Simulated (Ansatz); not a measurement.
# F4Si: the cost of one run

Computed with Ansatz 0.2.0 (the levels named in each step, unless a step's input says otherwise).

## (1) The system as given

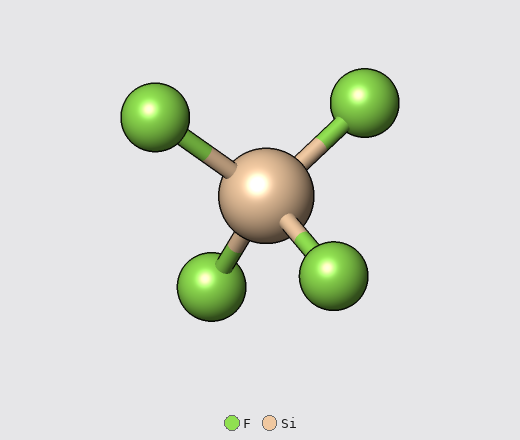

The starting structure, seen from a chosen angle (fluorine green, silicon light orange).

As a file:

```xyz
5

F     1.5356   -0.1603    0.2611
Si    0.0000    0.0001    0.0000
F    -0.3149    1.4866   -0.3780
F    -0.7926   -0.3869    1.2939
F    -0.4284   -0.9398   -1.1770
```

## (2) A rough first relaxation, PBE-D4/def2-SVP

This run stands in another session on the same molecule. It ended at:

```xyz
5

F     1.5718   -0.1631    0.2676
Si   -0.0001   -0.0001    0.0000
F    -0.3213    1.5217   -0.3872
F    -0.8113   -0.3969    1.3241
F    -0.4394   -0.9620   -1.2044
```

## (3) Relaxation, r2SCAN-D4/def2-TZVPP

Contents of input.yaml:

```yaml
crystal:
  periodic: [false, false, false]
  atoms:
    - { symbol: F, position_ang: [1.57175602, -0.16305568, 0.26755824] }
    - { symbol: Si, position_ang: [-7.007e-05, -5.846e-05, 8.03e-06] }
    - { symbol: F, position_ang: [-0.32133371, 1.52165899, -0.38723268] }
    - { symbol: F, position_ang: [-0.81134767, -0.39686002, 1.32407974] }
    - { symbol: F, position_ang: [-0.43935456, -0.96197482, -1.20437333] }
basis:
  gaussian: { orbitals: def2-TZVPP }
hamiltonian:
  xc: r2scan
  dispersion: d4
relax:
  f_tol: 0.002
  max_steps: 150
```

Launch:

```console
$ ansatz run input.yaml --threads 4 --pin off --max-ram 10240MiB --backend cpu --events-out ev --progress --plain --runs-dir out
```

Q: Estimate wall time and peak memory on 4 threads of Intel Xeon at 2.50GHz (Skylake/Cascade Lake), shared host.

About 19 s, with a peak of 0.22 GiB.
